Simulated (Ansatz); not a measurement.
# C2H9AlSi: two geometries relaxed

Are the two ends of the shift of H11 from C3 to Al4 separate minima, and which lies lower? Each is relaxed from a guess. SMILES of the start: C[SiH2][CH2][AlH2].

Program: Ansatz 0.2.0. Level of theory: RKS PBE0/def2-SVP. These are calculated values, not measurements.

### Step 1. The structure to begin with

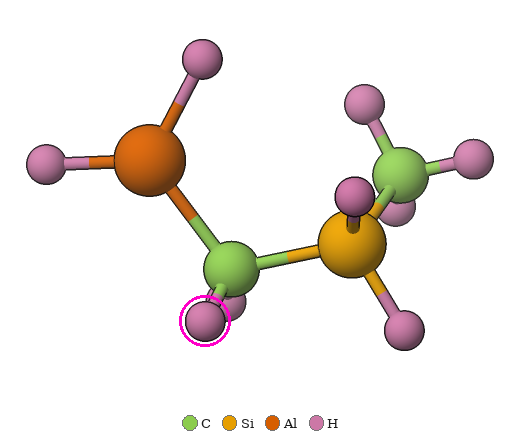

Start, viewed from a free direction; carbon green, silicon amber, aluminium orange, hydrogen pink. Ringed: H11.

Structure file:

```xyz
13

C    -1.5066    0.2782    0.9829
Si   -0.4729   -1.0292    0.2704
C     1.2335   -0.3852   -0.0125
Al    1.3552    0.9952   -1.4494
H    -1.1145    0.6876    1.9021
H    -1.6272    1.1741    0.2433
H    -2.5415   -0.0815    1.1700
H    -0.9902   -1.4856   -1.0092
H    -0.4193   -2.1258    1.2686
H     1.6470    0.0636    0.9660
H     1.9138   -1.2292   -0.2732
H     2.6729    1.6900   -1.8517
H    -0.1297    1.4131   -2.1924
```

### Step 2. Relaxing end A

input.yaml

```yaml
crystal:
  periodic: [false, false, false]
  atoms:
    - { symbol: C, position_ang: [-1.5066, 0.2782, 0.9829] }
    - { symbol: Si, position_ang: [-0.4729, -1.0292, 0.2704] }
    - { symbol: C, position_ang: [1.2335, -0.3852, -0.0125] }
    - { symbol: Al, position_ang: [1.3552, 0.9952, -1.4494] }
    - { symbol: H, position_ang: [-1.1145, 0.6876, 1.9021] }
    - { symbol: H, position_ang: [-1.6272, 1.1741, 0.2433] }
    - { symbol: H, position_ang: [-2.5415, -0.0815, 1.17] }
    - { symbol: H, position_ang: [-0.9902, -1.4856, -1.0092] }
    - { symbol: H, position_ang: [-0.4193, -2.1258, 1.2686] }
    - { symbol: H, position_ang: [1.647, 0.0636, 0.966] }
    - { symbol: H, position_ang: [1.9138, -1.2292, -0.2732] }
    - { symbol: H, position_ang: [2.6729, 1.69, -1.8517] }
    - { symbol: H, position_ang: [-0.1297, 1.4131, -2.1924] }
basis:
  gaussian: { orbitals: def2-SVP }
hamiltonian:
  xc: pbe0
relax:
  f_tol: 0.02
  max_steps: 50
```

On the command line:

```sh
> ansatz run input.yaml --threads 2 --pin off --max-ram 3072MiB --backend cpu --events-out ev --progress --plain --runs-dir out
```

Standard output (excerpt; [...] marks lines left out):

```text
Warning: RAYON_NUM_THREADS=2 ignored (pool sized by the plan → 2); use --threads N
[...]
Functional definition: PBE0
[...]
1165 factors; integrals over basis functions are off by at most 3.9e-4 eV
[...]
mean field -16679.58002537 eV, -612.9632601068 hartree, gradient 1.9e-5 eV, S^2 0.000000; 0 other end points of the search recorded, 0 dependent functions left out
[...]
reference -16679.58005913 eV, -612.9632613478 hartree; 24, 24 occupied and 85, 85 virtual orbitals, 1165 factors
relax step   1: F+E_penalty+E_count = -16679.58002537 eV  Δ(F+E_penalty+E_count) = +0.000e0 eV  max|allowed force component| = 2.112e0 eV/Å  Δτ_max = 0.0000 Å  (24 SCF iters, accepted)
[...]
relax step   5: F+E_penalty+E_count = -16679.91986177 eV  Δ(F+E_penalty+E_count) = -1.101e-3 eV  max|allowed force component| = 3.658e-2 eV/Å  Δτ_max = 0.0716 Å  (23 SCF iters, accepted)
[...]
relax step   9: F+E_penalty+E_count = -16679.92198230 eV  Δ(F+E_penalty+E_count) = -3.291e-4 eV  max|allowed force component| = 3.746e-2 eV/Å  Δτ_max = 0.0196 Å  (22 SCF iters, accepted)
[...]
relax step  13: F+E_penalty+E_count = -16679.93054138 eV  Δ(F+E_penalty+E_count) = -2.355e-3 eV  max|allowed force component| = 1.772e-1 eV/Å  Δτ_max = 0.1993 Å  (25 SCF iters, accepted)
[...]
relax step  17: F+E_penalty+E_count = -16679.94105389 eV  Δ(F+E_penalty+E_count) = -3.160e-3 eV  max|allowed force component| = 4.711e-2 eV/Å  Δτ_max = 0.0982 Å  (23 SCF iters, accepted)
relax step  18: F+E_penalty+E_count = -16679.94454354 eV  Δ(F+E_penalty+E_count) = -3.490e-3 eV  max|allowed force component| = 1.016e-1 eV/Å  Δτ_max = 0.1458 Å  (23 SCF iters, accepted)
relax step  19: F+E_penalty+E_count = -16679.94574008 eV  Δ(F+E_penalty+E_count) = -1.197e-3 eV  max|allowed force component| = 1.888e-1 eV/Å  Δτ_max = 0.1679 Å  (22 SCF iters, accepted)
```

### Step 3. The log goes on: end point A relaxed

The log, continued (excerpt; [...] marks lines left out):

```text
relax step  20: F+E_penalty+E_count = -16679.94886309 eV  Δ(F+E_penalty+E_count) = -3.123e-3 eV  max|allowed force component| = 9.119e-2 eV/Å  Δτ_max = 0.0272 Å  (22 SCF iters, accepted)
[...]
relax step  22: F+E_penalty+E_count = -16679.95183668 eV  Δ(F+E_penalty+E_count) = +1.298e-4 eV  max|allowed force component| = 1.695e-1 eV/Å  Δτ_max = 0.1957 Å  (25 SCF iters, rejected (line search))
[...]
relax step  24: F+E_penalty+E_count = -16679.95463642 eV  Δ(F+E_penalty+E_count) = -2.158e-3 eV  max|allowed force component| = 4.242e-2 eV/Å  Δτ_max = 0.0982 Å  (23 SCF iters, accepted)
[...]
relax step  26: F+E_penalty+E_count = -16679.95548018 eV  Δ(F+E_penalty+E_count) = -3.910e-4 eV  max|allowed force component| = 4.451e-2 eV/Å  Δτ_max = 0.0313 Å  (21 SCF iters, accepted)
[...]
Atom 3 at     1.383374     1.050120    -1.430391 Å, force    -0.018521     0.012762     0.005999 eV/Å
Atom 4 at    -1.409350     0.627577     1.848906 Å, force    -0.001999    -0.004657    -0.008695 eV/Å
Atom 5 at    -1.837388     0.993955     0.160538 Å, force     0.004551    -0.011596     0.007437 eV/Å
Atom 6 at    -2.657412    -0.333977     1.019185 Å, force     0.008541     0.007165    -0.001542 eV/Å
Atom 7 at    -0.807412    -1.645079    -0.998305 Å, force    -0.000221    -0.001713     0.002637 eV/Å
Atom 8 at    -0.270547    -2.161355     1.292825 Å, force     0.000580     0.004121    -0.001706 eV/Å
Atom 9 at     1.515568     0.344614     1.019276 Å, force    -0.001847    -0.003670    -0.002422 eV/Å
Atom 10 at     2.057418    -0.972739    -0.057004 Å, force    -0.005851     0.002169     0.005014 eV/Å
Atom 11 at     2.059089     0.599027    -2.799500 Å, force     0.001961     0.001449     0.000712 eV/Å
Atom 12 at     0.759383     2.512691    -1.306913 Å, force     0.008753    -0.012996    -0.001725 eV/Å
Dipole moment:     0.050759     0.057462     0.175792 e Å
```

Wall time 66 s (2 threads of AMD EPYC 7B13 (Zen 3), shared host); peak memory 0.26 GiB.

Relaxation path, one in 2:

```tsv
step	energy from step 1 (eV)	largest force component (eV/Å)
1	0.0000	2.1120
3	-0.3361	0.1278
5	-0.3398	0.0366
7	-0.3410	0.0353
9	-0.3420	0.0375
11	-0.3448	0.0945
13	-0.3505	0.1772
15x	-0.3536	0.2075
17	-0.3610	0.0471
19	-0.3657	0.1888
21	-0.3719	0.0211
23	-0.3725	0.0761
25	-0.3751	0.0413
27	-0.3758	0.0381
29	-0.3762	0.0217
30	-0.3763	0.0185
```

Step 1 is the start. 3 steps were tried and not accepted (marked x).

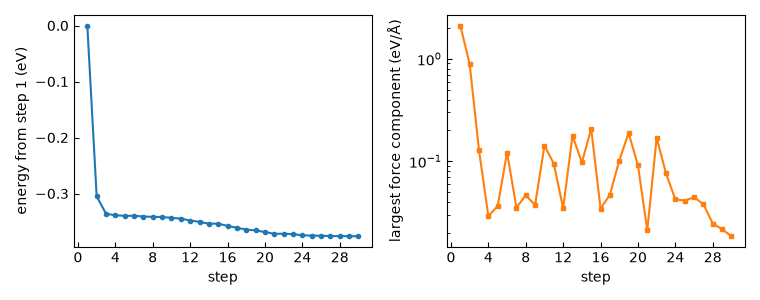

Energy and largest force along the relaxation.

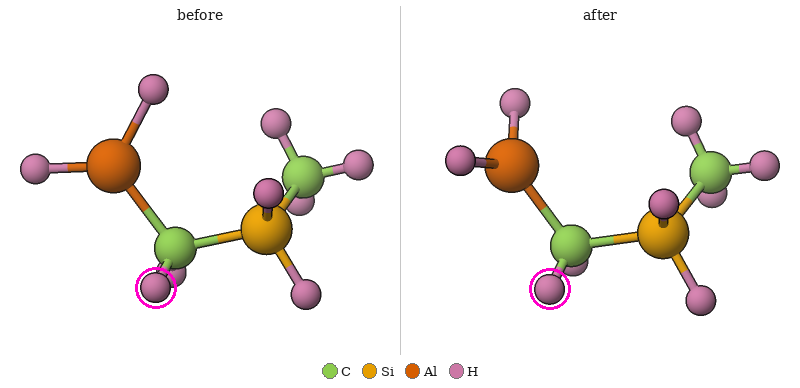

Before and after, at one scale.

After: Bond lengths: C1–Si2 1.882 Å, Si2–C3 1.882 Å, C3–Al4 1.953 Å, C1–H5 1.102 Å, C1–H6 1.102 Å, C1–H7 1.101 Å, Si2–H8 1.503 Å, Si2–H9 1.500 Å, C3–H10 1.106 Å, C3–H11 1.105 Å, Al4–H12 1.592 Å, Al4–H13 1.595 Å. Angles (14 of 21 angles, heavy atoms first): C1–Si2–C3 111.4°, Si2–C3–Al4 114.9°, C1–Si2–H8 109.0°, C1–Si2–H9 109.2°, C3–Si2–H8 109.4°, C3–Si2–H9 111.0°, Si2–C1–H5 110.8°, Si2–C1–H6 111.7°, Si2–C1–H7 110.7°, Si2–C3–H10 107.1°, Si2–C3–H11 107.9°, Al4–C3–H10 110.0°, Al4–C3–H11 108.9°, C3–Al4–H12 120.3°.

### Step 4. End point B

The second end starts from a geometry with the move made by hand.

input.yaml: that of step 2 with these lines changed.

```diff
@@ -13,3 +13,3 @@
     - { symbol: H, position_ang: [1.647, 0.0636, 0.966] }
-    - { symbol: H, position_ang: [1.9138, -1.2292, -0.2732] }
+    - { symbol: H, position_ang: [2.75844, 0.37274, -1.57216] }
     - { symbol: H, position_ang: [2.6729, 1.69, -1.8517] }
```

On the command line:

```sh
> ansatz run input.yaml --threads 2 --pin off --max-ram 3072MiB --backend cpu --events-out ev --progress --plain --runs-dir out
```

Standard output (excerpt; [...] marks lines left out):

```text
Warning: RAYON_NUM_THREADS=2 ignored (pool sized by the plan → 2); use --threads N
[...]
[... 1 set-up line as earlier in the session ...]
[...]
1169 factors; integrals over basis functions are off by at most 3.9e-4 eV
[...]
mean field -16674.49625280 eV, -612.7764349108 hartree, gradient 3.1e-5 eV, S^2 0.000000; 0 other end points of the search recorded, 0 dependent functions left out
[...]
reference -16674.49628659 eV, -612.7764361526 hartree; 24, 24 occupied and 85, 85 virtual orbitals, 1169 factors
relax step   1: F+E_penalty+E_count = -16674.49625280 eV  Δ(F+E_penalty+E_count) = +0.000e0 eV  max|allowed force component| = 5.192e0 eV/Å  Δτ_max = 0.0000 Å  (28 SCF iters, accepted)
[...]
relax step   7: F+E_penalty+E_count = -16678.86114880 eV  Δ(F+E_penalty+E_count) = -5.334e-1 eV  max|allowed force component| = 1.847e0 eV/Å  Δτ_max = 0.1935 Å  (29 SCF iters, accepted)
[...]
relax step  13: F+E_penalty+E_count = -16679.92029604 eV  Δ(F+E_penalty+E_count) = -3.403e-3 eV  max|allowed force component| = 1.088e-1 eV/Å  Δτ_max = 0.1102 Å  (23 SCF iters, accepted)
[...]
relax step  19: F+E_penalty+E_count = -16679.93440101 eV  Δ(F+E_penalty+E_count) = +1.904e-4 eV  max|allowed force component| = 2.626e-1 eV/Å  Δτ_max = 0.1952 Å  (25 SCF iters, rejected (line search))
[...]
relax step  24: F+E_penalty+E_count = -16679.94274709 eV  Δ(F+E_penalty+E_count) = -1.816e-3 eV  max|allowed force component| = 1.396e-1 eV/Å  Δτ_max = 0.0612 Å  (23 SCF iters, accepted)
relax step  25: F+E_penalty+E_count = -16679.94818245 eV  Δ(F+E_penalty+E_count) = -5.435e-3 eV  max|allowed force component| = 5.361e-2 eV/Å  Δτ_max = 0.1317 Å  (23 SCF iters, accepted)
```

### Step 5. The output, continued: end point B relaxed

Output, continued (excerpt; [...] marks lines left out):

```text
relax step  26: F+E_penalty+E_count = -16679.95084661 eV  Δ(F+E_penalty+E_count) = -2.664e-3 eV  max|allowed force component| = 2.245e-2 eV/Å  Δτ_max = 0.1018 Å  (22 SCF iters, accepted)
[...]
relax step  32: F+E_penalty+E_count = -16679.95529711 eV  Δ(F+E_penalty+E_count) = -2.066e-4 eV  max|allowed force component| = 9.501e-2 eV/Å  Δτ_max = 0.1465 Å  (22 SCF iters, accepted)
[...]
relax step  33: F+E_penalty+E_count = -16679.95594733 eV  Δ(F+E_penalty+E_count) = -6.502e-4 eV  max|allowed force component| = 1.635e-2 eV/Å  Δτ_max = 0.0316 Å  (22 SCF iters, accepted)
1168 factors; integrals over basis functions are off by at most 7.7e-4 eV
mean field -16679.95594733 eV, -612.9770749843 hartree, gradient 1.5e-5 eV, S^2 0.000000; 1 other end points of the search recorded, 0 dependent functions left out
[...]
Atom 3 at     1.331678     1.281233    -1.549017 Å, force    -0.013033    -0.000843    -0.001269 eV/Å
Atom 4 at    -1.313731     0.613341     1.819841 Å, force    -0.003827    -0.003678    -0.014598 eV/Å
Atom 5 at    -1.788782     1.026637     0.154895 Å, force     0.003618    -0.007381     0.003276 eV/Å
Atom 6 at    -2.538896    -0.365210     0.975524 Å, force     0.014727     0.005336     0.001396 eV/Å
Atom 7 at    -0.689075    -1.550089    -1.105945 Å, force    -0.002422    -0.004643    -0.001140 eV/Å
Atom 8 at    -0.042236    -2.077843     1.154299 Å, force    -0.000412    -0.006332    -0.000142 eV/Å
Atom 9 at     1.592975     0.522704     0.870023 Å, force    -0.001632     0.000225    -0.000826 eV/Å
Atom 10 at     2.173667    -0.736516    -0.252170 Å, force    -0.008189     0.005953     0.001796 eV/Å
Atom 11 at     2.080928     0.961083    -2.918260 Å, force    -0.008875     0.006712     0.014569 eV/Å
Atom 12 at     0.527445     2.650097    -1.393003 Å, force     0.016353    -0.012406    -0.005493 eV/Å
Dipole moment:     0.054070     0.059069     0.173266 e Å
```

Wall time 74 s (2 threads of AMD EPYC 7B13 (Zen 3), shared host); peak memory 0.26 GiB.

Step by step, one in 2:

```tsv
step	energy from step 1 (eV)	largest force component (eV/Å)
1	0.0000	5.1916
3	-1.8201	1.3257
5	-2.9054	2.0570
7	-4.3649	1.8468
9	-5.1373	0.6826
11	-5.4033	0.2612
13	-5.4240	0.1088
15	-5.4290	0.0446
17	-5.4324	0.1055
19x	-5.4381	0.2626
21	-5.4404	0.0179
23	-5.4447	0.1582
25	-5.4519	0.0536
27	-5.4553	0.1566
29x	-5.4562	0.1731
31	-5.4588	0.0086
33	-5.4597	0.0164
```

Step 1 is the start. 3 steps were tried and not accepted (marked x).

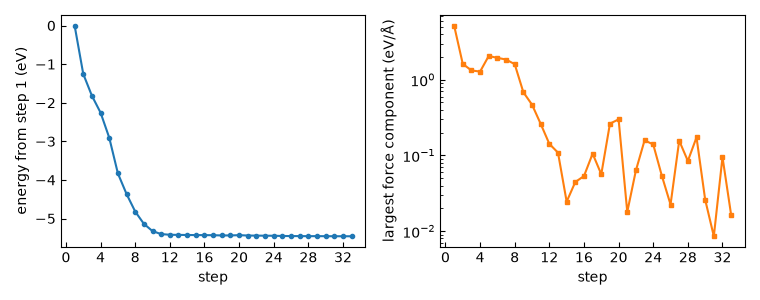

How energy and force went from step to step.

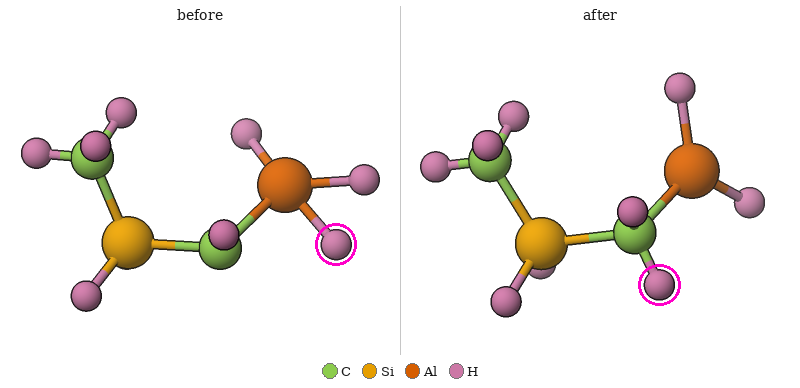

Before and after, at one scale.

After: Bond lengths: C1–Si2 1.882 Å, Si2–C3 1.882 Å, C3–Al4 1.953 Å, C1–H5 1.102 Å, C1–H6 1.102 Å, C1–H7 1.101 Å, Si2–H8 1.502 Å, Si2–H9 1.499 Å, C3–H10 1.106 Å, C3–H11 1.105 Å, Al4–H12 1.593 Å, Al4–H13 1.595 Å. Angles (14 of 21 angles, heavy atoms first): C1–Si2–C3 111.3°, Si2–C3–Al4 114.9°, C1–Si2–H8 109.0°, C1–Si2–H9 109.2°, C3–Si2–H8 109.4°, C3–Si2–H9 111.0°, Si2–C1–H5 110.7°, Si2–C1–H6 111.6°, Si2–C1–H7 110.9°, Si2–C3–H10 106.8°, Si2–C3–H11 108.3°, Al4–C3–H10 109.7°, Al4–C3–H11 109.3°, C3–Al4–H12 120.5°.

Pairs that crossed the distance rule for bonds on the way: came closer C3–H11; moved apart Al4–H11.

### Step 6. Summary of results

| quantity | value |
| --- | --- |
| end A | 26 moves, 0.376 eV lower |
| end B | 29 moves, 5.460 eV lower |
| largest difference between the ends | 0.12 Å |
| end B relative to end A | +0.000 eV |

What this shows: Both starts fell into the same minimum (no atom differs by more than 0.12 Å), so from this start no second minimum was found and no band was run; another arrangement could still be one.
